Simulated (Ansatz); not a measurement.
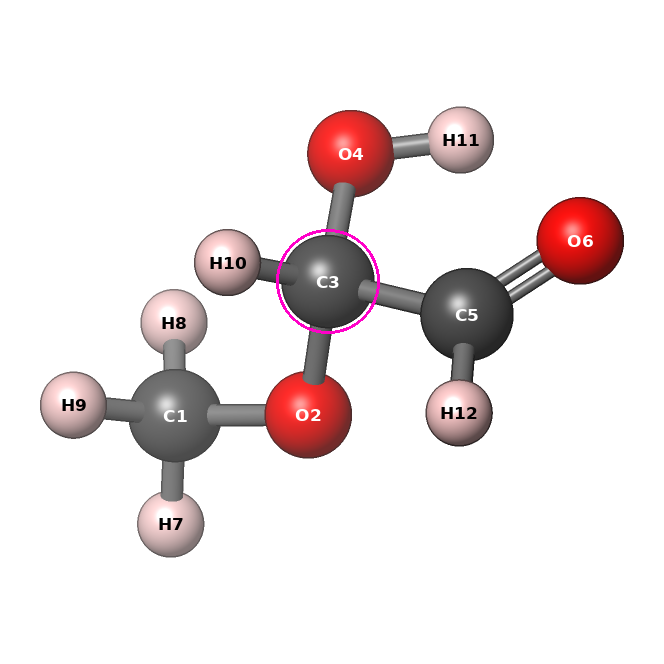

Depth is shown by fading: the farther an atom, the more it takes the colour of the background. Circles mark the stereogenic atoms. Computed geometry: PBE-D4/def2-SVP optimisation. No frequency run is at hand to confirm it as a minimum.

Question: Assign CIP descriptors.

Answer: C3: S (priorities O2 > O4 > C5 > H10).
